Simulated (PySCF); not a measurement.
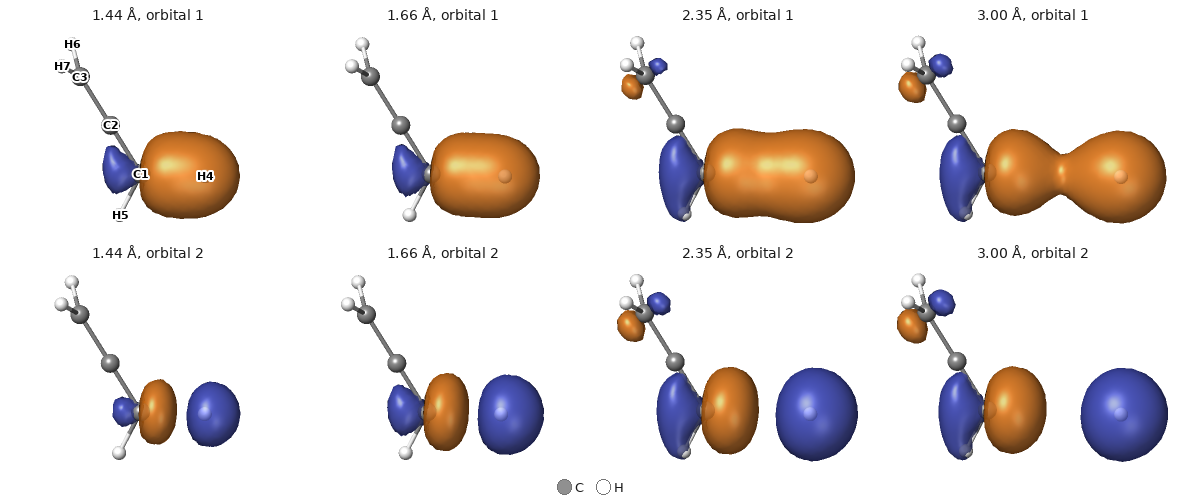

*C3H4, SMILES `C=C=C`. Rigid stretch of the C1–H4 bond. The two CASSCF(2,2) natural orbitals nearest half filling (orbital 1 the more occupied).*

Level of theory: def2-SVPD basis (PySCF), at a geometry from GFN2-xTB. No frequency check shows the geometry to be a minimum.

Geometry (Å), atoms numbered from 1:

```
C1      -1.2935    0.0001   -0.0001
C2      -0.0000   -0.0003    0.0002
C3       1.2935    0.0001   -0.0001
H4      -1.8608    0.6481    0.6484
H5      -1.8608   -0.6479   -0.6484
H6       1.8608   -0.6485    0.6478
H7       1.8608    0.6487   -0.6479
```

> How do the occupations change along the stretch?

1.44 Å: 1.95 and 0.05; 1.66 Å: 1.91 and 0.09; 2.35 Å: 1.61 and 0.39; 3.00 Å: 1.29 and 0.71. At the longest distance computed (3.00 Å) they are 1.29 and 0.71, and the effective number of unpaired electrons is 1.7.

UHF's ⟨S²⟩ passes 1 along the scan (up to 1.39), so it also polarises electrons outside the stretched bond; its energy lowering isn't due to that bond alone.

> Where does the UHF solution part from RHF?

Between 1.44 Å (⟨S²⟩ = 0, the two coincide) and 1.66 Å (⟨S²⟩ = 0.51); at 3.00 Å ⟨S²⟩ is 1.39 and UHF lies 3.8 eV below RHF.

> How much energy does the stretch cost?

By CASSCF, 4.5 eV from the lowest point of the scan (1.07 Å) to 3.00 Å; RHF gives 7.4 eV from its own lowest point. The fragments aren't relaxed and dynamic correlation is missing, so this isn't a bond dissociation energy.
